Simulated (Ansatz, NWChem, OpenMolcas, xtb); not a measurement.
## A ladder of methods for C2H7Ga (SMILES [CH3][GaH][CH3])

The species is C2H7Ga (10 atoms), meant as a singlet with charge 0. As SMILES, `[CH3][GaH][CH3]`. Geometry: relaxed at PBE0-D4/def2-TZVP.

Quantity: the HOMO–LUMO gap, in eV. The values are calculated.

```json
{"level": "GFN2-xTB", "kind": "semi-empirical", "program": "xtb", "value (eV)": "5.24", "CPU time": "under 2 s"}
{"level": "HF/def2-SVP", "kind": "Hartree–Fock", "program": "OpenMolcas", "value (eV)": "12.47", "CPU time": "16 s"}
{"level": "SVWN5/def2-SVP", "kind": "LDA", "program": "NWChem", "value (eV)": "4.57", "CPU time": "12 s"}
{"level": "PBE/def2-SVP", "kind": "GGA", "program": "OpenMolcas", "value (eV)": "4.67", "CPU time": "52 s"}
{"level": "TPSS/def2-SVP", "kind": "meta-GGA", "program": "OpenMolcas", "value (eV)": "4.89", "CPU time": "67 s"}
{"level": "B3LYP/def2-SVP", "kind": "global hybrid", "program": "OpenMolcas", "value (eV)": "6.19", "CPU time": "54 s"}
{"level": "B2PLYP/def2-SVP", "kind": "double hybrid", "program": "Ansatz", "value (eV)": "8.80", "CPU time": "23 s"}
```

All-electron rows without a relativistic Hamiltonian named are non-relativistic. The values span 4.57 to 12.47 eV. Orbital gaps aren't excitation energies, and those of double hybrids come from the SCF part alone; they tend to grow with the share of exact exchange. CPU times are rough (shared hosts, several kinds of processor and program).

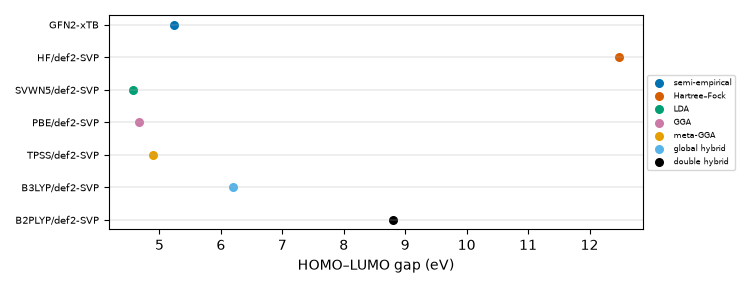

The values of the table, level by level.
